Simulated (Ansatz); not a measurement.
The starting structures come from a database of crystals and need not be the phases stable at ambient conditions.

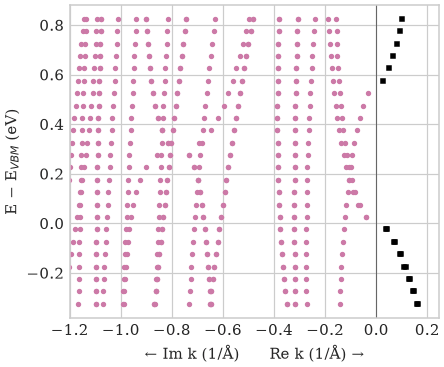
Figure: Complex bands at the centre of the two-dimensional zone; r2SCAN run with Ansatz (a quantum-chemistry and plane-wave program)

The gap is the functional's own, uncorrected, and κ follows it; spin-orbit coupling is left out. Mid-gap values are interpolated between the computed energies.

This is BaCdSbF (P4/nmm, not sure to be the ambient phase, 8 atoms a cell, 26.3 Å³ an atom) along the normal of (110). Read off the slowest decay at the centre of the two-dimensional zone at 0.28 eV, the computed energy nearest the middle of the gap.

κ ≈ 0.09 1/Å, a decay length 1/(2κ) of the density of 5.3 Å.
